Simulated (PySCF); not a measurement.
Hexachlorodisilane, SMILES Cl[Si](Cl)(Cl)[Si](Cl)(Cl)Cl at its PBE0/def2-SVP optimised geometry (Å):

```
8

Cl     1.3643    -0.9665     0.0000
Si    -0.6847    -0.9665     0.0000
Cl    -1.3643     0.9665     0.0000
Cl    -1.3646    -1.9261     1.6779
Si    -1.4655    -2.0693    -1.9008
Cl    -0.7917    -1.1052    -3.5786
Cl    -0.7798    -4.0001    -1.9048
Cl    -3.5145    -2.0758    -1.8971
```

Computed with PBE0/def2-TZVP run with PySCF.

Map of the Laplacian of the electron density (e/bohr⁵) on the plane z = 1.0 Å:

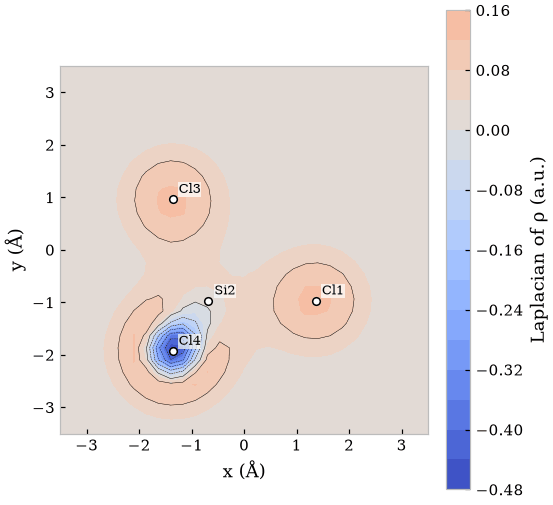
Laplacian of the electron density (e/bohr⁵) on the plane z = 1.0 Å.
